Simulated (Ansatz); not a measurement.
# AlFH4SSi: rotation by 120° about the Si2–S3 bond, part 2 of 2

Wanted: the energy profile along the rotation by 120° about the Si2–S3 bond, from relaxed end points and a band of images. SMILES of the start: F[SiH2][S][AlH2].

Ansatz 0.2.0; RKS PBE-D4/def2-SVP. Earlier steps stand in the parts before.

**6. What the band shows**

Images 0 and 8 are the ends. Energies count from image 0; the path length is the program's own measure over all atoms.

| image | path (Å) | energy (eV) | dihedral F1–Si2–S3–Al4 (°) | band force (eV/Å) |
| --- | --- | --- | --- | --- |
| 0 | 0.000 | 0.0000 | 65 | - |
| 1 | 0.563 | 0.0082 | 48 | 0.004 |
| 2 | 1.126 | 0.0270 | 33 | 0.007 |
| 3 | 1.689 | 0.0455 | 16 | 0.012 |
| 4* | 2.252 | 0.0535 | -1 | 0.043 |
| 5 | 2.824 | 0.0454 | -17 | 0.006 |
| 6 | 3.396 | 0.0266 | -33 | 0.033 |
| 7 | 3.968 | 0.0079 | -47 | 0.032 |
| 8 | 4.539 | 0.0000 | -65 | - |

The star marks the climbing image.

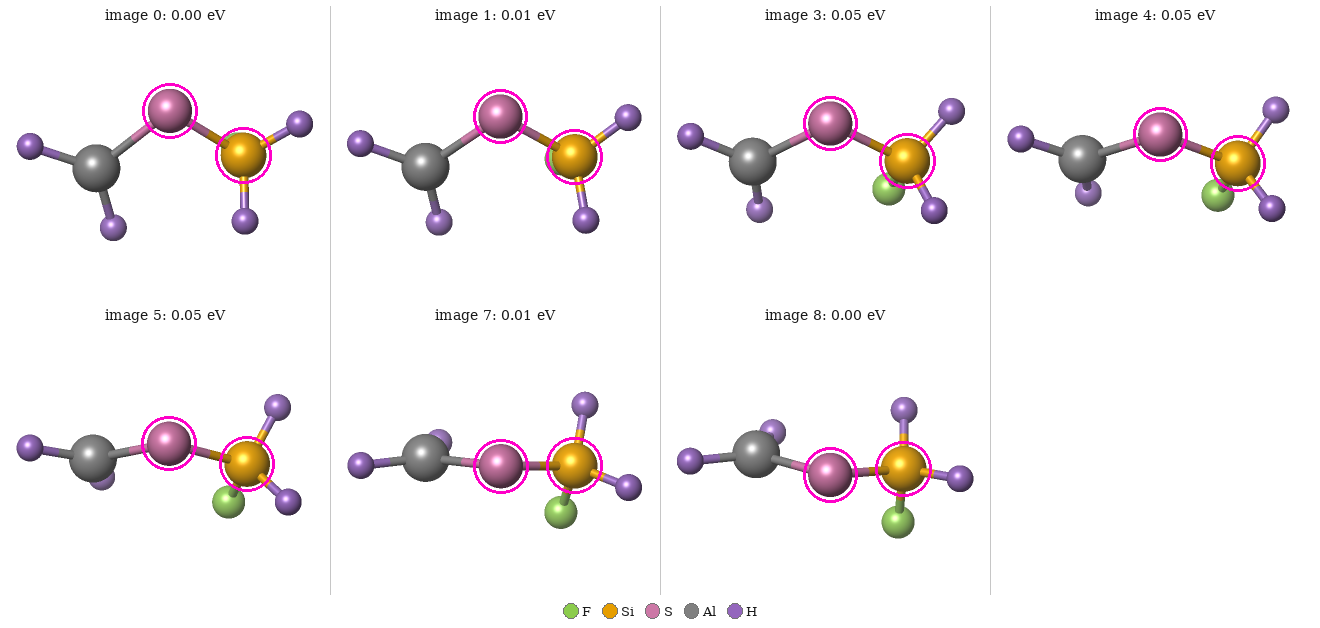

Snapshots along the band, viewed from a free direction. Ringed: Si2, S3. Sticks join atoms closer than a bonding distance in each image.

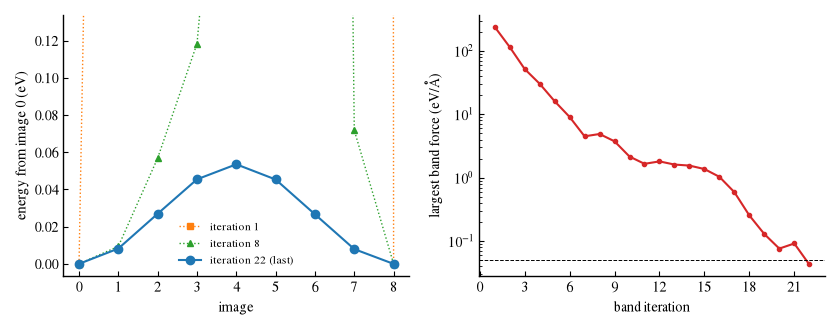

Left: energy of each image for early iterations and the last one (lines only join the points; early values far above the last band run off the scale). Right: the largest band force by iteration, with the threshold dashed.

How the highest energy settled:

```csv
iteration,highest image above image 0 (eV),largest band force (eV/Å)
1,114.8363,239.257
3,25.7005,51.864
5,6.3856,16.113
7,1.7110,4.500
9,1.2268,3.754
11,0.3890,1.657
13,0.1676,1.615
15,0.1538,1.372
17,0.1505,0.592
19,0.0559,0.129
21,0.0539,0.092
22,0.0535,0.043
```

Positions of all images (Å):

```xyz
8
image=0 dE=0.0000
F    -1.544    1.368    0.457
Si    0.091    1.390    0.327
S     0.914   -0.429    1.118
Al    0.044   -1.839   -0.347
H     0.414    1.572   -1.125
H     0.620    2.510    1.170
H    -0.710   -1.242   -1.618
H     0.263   -3.385   -0.038
8
image=1 dE=0.0082
F    -1.487    1.253    0.219
Si    0.145    1.416    0.297
S     1.027   -0.413    0.994
Al   -0.016   -1.859   -0.317
H     0.616    1.794   -1.075
H     0.472    2.471    1.309
H    -0.934   -1.332   -1.507
H     0.271   -3.387    0.024
8
image=2 dE=0.0270
F    -1.399    1.243   -0.091
Si    0.190    1.452    0.264
S     1.057   -0.406    0.903
Al   -0.078   -1.894   -0.277
H     0.854    1.989   -0.968
H     0.299    2.410    1.410
H    -1.130   -1.454   -1.386
H     0.298   -3.397    0.090
8
image=3 dE=0.0455
F    -1.247    1.261   -0.454
Si    0.236    1.479    0.215
S     1.068   -0.401    0.840
Al   -0.146   -1.923   -0.211
H     1.107    2.135   -0.813
H     0.077    2.342    1.430
H    -1.289   -1.549   -1.250
H     0.286   -3.403    0.187
8
image=4 dE=0.0535
F    -1.178    1.254   -0.596
Si    0.257    1.493    0.161
S     1.214   -0.383    0.595
Al   -0.171   -1.936   -0.153
H     1.134    2.300   -0.746
H    -0.014    2.218    1.444
H    -1.539   -1.603   -0.887
H     0.390   -3.399    0.126
8
image=5 dE=0.0454
F    -1.080    1.281   -0.744
Si    0.284    1.477    0.148
S     1.311   -0.394    0.389
Al   -0.197   -1.922   -0.141
H     1.192    2.416   -0.586
H    -0.124    2.037    1.477
H    -1.695   -1.556   -0.525
H     0.399   -3.397   -0.074
8
image=6 dE=0.0266
F    -1.101    1.286   -0.814
Si    0.236    1.462    0.124
S     1.417   -0.330    0.077
Al   -0.122   -1.904   -0.126
H     1.075    2.566   -0.446
H    -0.235    1.788    1.510
H    -1.673   -1.563   -0.078
H     0.496   -3.362   -0.304
8
image=7 dE=0.0079
F    -1.023    1.351   -0.967
Si    0.220    1.432    0.103
S     1.467   -0.305   -0.104
Al   -0.095   -1.872   -0.119
H     1.067    2.619   -0.237
H    -0.383    1.549    1.470
H    -1.597   -1.498    0.257
H     0.435   -3.334   -0.459
8
image=8 dE=0.0000
F    -0.917    1.529   -1.162
Si    0.205    1.419    0.030
S     1.455   -0.296   -0.298
Al   -0.076   -1.870   -0.036
H     1.092    2.624   -0.039
H    -0.539    1.336    1.329
H    -1.521   -1.443    0.486
H     0.392   -3.355   -0.365
```

**7. Vibrations at the top**

The geometry is the highest inner image of the first converged band.

Input file input.yaml:

```yaml
crystal:
  periodic: [false, false, false]
  atoms:
    - { symbol: F, position_ang: [-1.177947, 1.253524, -0.595918] }
    - { symbol: Si, position_ang: [0.256689, 1.492931, 0.161398] }
    - { symbol: S, position_ang: [1.21357, -0.383379, 0.59491] }
    - { symbol: Al, position_ang: [-0.171267, -1.936042, -0.15324] }
    - { symbol: H, position_ang: [1.133809, 2.299689, -0.746434] }
    - { symbol: H, position_ang: [-0.013994, 2.217978, 1.444119] }
    - { symbol: H, position_ang: [-1.539146, -1.603175, -0.886974] }
    - { symbol: H, position_ang: [0.390385, -3.398727, 0.126338] }
basis:
  gaussian: { orbitals: def2-SVP }
hamiltonian:
  xc: pbe
  dispersion: d4
phonons: {}
```

Launch:

```
ansatz run input.yaml --threads 1 --pin off --max-ram 2048MiB --backend cpu --events-out ev --progress --plain --runs-dir out
```

Log (excerpt; [...] marks lines left out):

```text
Warning: RAYON_NUM_THREADS=1 ignored (pool sized by the plan → 1); use --threads N
[...]
Functional definition: PBE
[...]
974 factors; their error is unknown
[...]
mean field -28069.29040566 eV, -1031.5273963595 hartree, gradient 5.2e-5 eV, S^2 0.000000; 0 other end points of the search recorded, 0 dependent functions left out
[...]
reference -28069.29044650 eV, -1031.5273978605 hartree; 28, 28 occupied and 60, 60 virtual orbitals, 974 factors
[...]
974 factors; their error is unknown
mean field -28069.29023755 eV, -1031.5273901816 hartree, gradient 2.0e-6 eV, S^2 0.000000; 0 other end points of the search recorded, 0 dependent functions left out
[...]
reference -28069.29027841 eV, -1031.5273916831 hartree; 28, 28 occupied and 60, 60 virtual orbitals, 974 factors
[...]
974 factors; their error is unknown
mean field -28069.29042163 eV, -1031.5273969465 hartree, gradient 1.8e-6 eV, S^2 0.000000; 0 other end points of the search recorded, 0 dependent functions left out
[...]
WARN: phonons: modes at or below zero, which the zero-point energy, F, S and C_V leave out: 1, the lowest at -61.46 cm⁻¹. A minimum has none, and a first-order saddle one
[...]
Total energy: -28069.48273387 eV, -1031.5344642911 hartree
Atom 0 at    -1.177947     1.253524    -0.595918 Å, force    -0.027891     0.007017    -0.018991 eV/Å
Atom 1 at     0.256689     1.492931     0.161398 Å, force     0.042950    -0.036285     0.026879 eV/Å
Atom 2 at     1.213570    -0.383379     0.594910 Å, force    -0.005290     0.013657     0.004755 eV/Å
Atom 3 at    -0.171267    -1.936042    -0.153240 Å, force     0.018168     0.012658    -0.006341 eV/Å
Atom 4 at     1.133809     2.299689    -0.746434 Å, force    -0.003269     0.004794    -0.013997 eV/Å
Atom 5 at    -0.013994     2.217978     1.444119 Å, force    -0.009195     0.008583     0.005713 eV/Å
Atom 6 at    -1.539146    -1.603175    -0.886974 Å, force    -0.014614     0.001878     0.000681 eV/Å
Atom 7 at     0.390385    -3.398727     0.126338 Å, force    -0.000859    -0.012304     0.001301 eV/Å
Dipole moment:     0.005416     0.055292     0.009240 e Å
Vibrations: -61.46 113.62 144.80 241.38 441.16 485.52 521.62 553.78 592.41 687.61 736.93 834.10 889.19 937.98 1906.32 1932.48 2190.19 2200.71 cm⁻¹, zero-point energy 0.955286 eV
```

Wall time 2.2 min (1 thread of Intel Xeon at 2.50GHz (Skylake/Cascade Lake), shared host); peak memory 0.13 GiB.

Of 18 modes, 1 is imaginary by more than 30 cm⁻¹ (61i cm⁻¹).

**8. The band again, with other settings**

crystal.atoms is end A as relaxed above, and neb.final_atoms is end B, turned to lie on A. With 7 inner images the band has 9 in all.

Input file input.yaml:

```yaml
crystal:
  periodic: [false, false, false]
  atoms:
    - { symbol: F, position_ang: [-1.543855, 1.367563, 0.456784] }
    - { symbol: Si, position_ang: [0.091285, 1.390377, 0.327205] }
    - { symbol: S, position_ang: [0.914397, -0.42944, 1.118018] }
    - { symbol: Al, position_ang: [0.043982, -1.839454, -0.346786] }
    - { symbol: H, position_ang: [0.413838, 1.571727, -1.125318] }
    - { symbol: H, position_ang: [0.619833, 2.509681, 1.170185] }
    - { symbol: H, position_ang: [-0.710463, -1.242217, -1.617562] }
    - { symbol: H, position_ang: [0.263082, -3.385438, -0.038326] }
basis:
  gaussian: { orbitals: def2-SVP }
hamiltonian:
  xc: pbe
  dispersion: d4
neb:
  order_check: false
  images: 7
  f_tol: 0.05
  max_iterations: 55
  initial_path: linear
  final_atoms:
    - { symbol: F, position_ang: [-0.91686702, 1.52876508, -1.16163175] }
    - { symbol: Si, position_ang: [0.20513403, 1.41889365, 0.03017706] }
    - { symbol: S, position_ang: [1.45541256, -0.29637989, -0.29846693] }
    - { symbol: Al, position_ang: [-0.07575722, -1.86984323, -0.03621881] }
    - { symbol: H, position_ang: [1.09165042, 2.6241058, -0.03938972] }
    - { symbol: H, position_ang: [-0.53852777, 1.3358688, 1.32886516] }
    - { symbol: H, position_ang: [-1.52062531, -1.44342389, 0.48583626] }
    - { symbol: H, position_ang: [0.39167931, -3.35518731, -0.36497126] }
```

Launch:

```
ansatz run input.yaml --threads 1 --pin off --max-ram 2048MiB --backend cpu --events-out ev --progress --plain --runs-dir out
```

Log (excerpt; [...] marks lines left out):

```text
Warning: RAYON_NUM_THREADS=1 ignored (pool sized by the plan → 1); use --threads N
[...]
[... 1 set-up line as earlier in the session ...]
[...]
974 factors; their error is unknown
[...]
mean field -28069.34144512 eV, -1031.5292720251 hartree, gradient 1.6e-5 eV, S^2 0.000000; 0 other end points of the search recorded, 0 dependent functions left out
[...]
reference -28069.34148516 eV, -1031.5292734965 hartree; 28, 28 occupied and 60, 60 virtual orbitals, 974 factors
974 factors; their error is unknown
[...]
mean field -28069.34152896 eV, -1031.5292751062 hartree, gradient 1.7e-5 eV, S^2 0.000000; 0 other end points of the search recorded, 0 dependent functions left out
[...]
reference -28069.34156874 eV, -1031.5292765680 hartree; 28, 28 occupied and 60, 60 virtual orbitals, 974 factors
NEB end point (image 0): max|allowed force component| = 8.829e-3 eV/Å (the criterion of neb.relax_end_points is 1.000e-2)
[...]
NEB iter   6: max|band force component| = 4.765e-2 eV/Å  barrier→ = 0.0534 eV  barrier← = 0.0534 eV  CI = image 4  Δτ_max = 0.0000 Å  (385 SCF iters)
Total energy: -28069.48284829 eV, -1031.5344684959 hartree
Atom 0 at    -1.190435     1.255851    -0.576407 Å, force     0.033398    -0.015480     0.012603 eV/Å
Atom 1 at     0.382652     1.465449    -0.154701 Å, force    -0.017071     0.033983    -0.011238 eV/Å
Atom 2 at     1.286016    -0.395975     0.427446 Å, force    -0.023466     0.004239    -0.007486 eV/Å
Atom 3 at    -0.318273    -1.904803     0.226425 Å, force     0.001252    -0.011593     0.002342 eV/Å
Atom 4 at     1.105037     2.018580    -1.346497 Å, force    -0.002275    -0.008505     0.008297 eV/Å
Atom 5 at     0.422488     2.421867     0.999381 Å, force     0.001106    -0.011181    -0.005232 eV/Å
Atom 6 at    -1.792052    -1.560222    -0.256901 Å, force     0.007204     0.008521     0.000782 eV/Å
Atom 7 at     0.196665    -3.357948     0.625455 Å, force    -0.000149     0.000016    -0.000069 eV/Å
Dipole moment:     0.015962     0.049075    -0.003145 e Å
this run last wrote the band of iteration 6 to <dir>
```

Run time: 3.5 min. Hardware: 1 thread of Intel Xeon at 2.50GHz (Skylake/Cascade Lake), shared host; peak memory 0.14 GiB.

**9. Images and barrier**

The 7 inner images lie between the fixed ends 0 and 8. Energy is taken from image 0, and the path length is the program's own coordinate along the band.

| image | path (Å) | energy (eV) | dihedral F1–Si2–S3–Al4 (°) | band force (eV/Å) |
| --- | --- | --- | --- | --- |
| 0 | 0.000 | 0.0000 | 65 | - |
| 1 | 0.563 | 0.0086 | 49 | 0.010 |
| 2 | 1.125 | 0.0275 | 33 | 0.030 |
| 3 | 1.688 | 0.0458 | 17 | 0.048 |
| 4* | 2.250 | 0.0534 | 0 | 0.034 |
| 5 | 2.813 | 0.0455 | -17 | 0.045 |
| 6 | 3.376 | 0.0271 | -33 | 0.032 |
| 7 | 3.940 | 0.0082 | -49 | 0.008 |
| 8 | 4.503 | 0.0000 | -65 | - |

The star marks the climbing image.

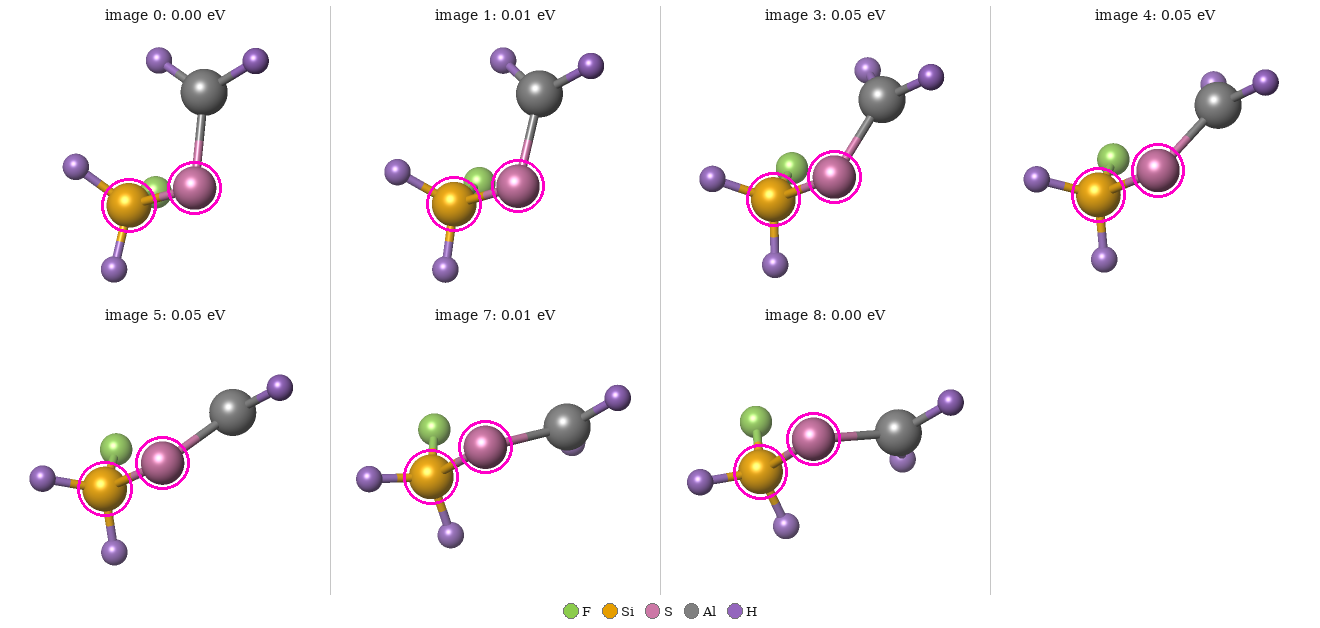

Snapshots along the band, viewed from a free direction. Ringed: Si2, S3. Sticks join atoms closer than a bonding distance in each image.

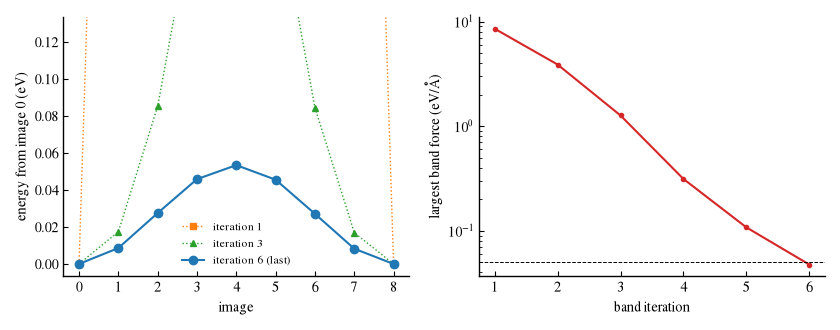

Left: energy of each image for early iterations and the last one (lines only join the points; early values far above the last band run off the scale). Right: the largest band force by iteration, with the threshold dashed.

**10. Summary of results**

The summary covers parts 1 to 2.

| quantity | value |
| --- | --- |
| end A | 17 moves, 0.300 eV lower |
| end B | 27 moves, 0.424 eV lower |
| first band: barrier forwards | 0.054 eV |
| first band: barrier backwards | 0.054 eV |
| first band: second end relative to first | 0.000 eV |
| first band: highest image | 4 of 0 to 8, climbing |
| first band: band iterations | 22 |
| imaginary modes at the top | 61i cm⁻¹ |
| second band | top 0.053 eV above image 0, 6 iterations, 7 inner images |
| time, first and second band | 13 min and 3.5 min |

In the first band: the top lies 0.054 eV above the first end, or 2.1 kT at room temperature. The two ends lie within 1 meV of each other. The listed dihedral goes from 65° at end A through -1° at the highest image to -65° at end B. One imaginary mode, as a first-order saddle point has. The second band's top agrees with the first's to 1 meV, so the changed settings hardly move the height. These are electronic energies, with no zero-point or thermal terms.
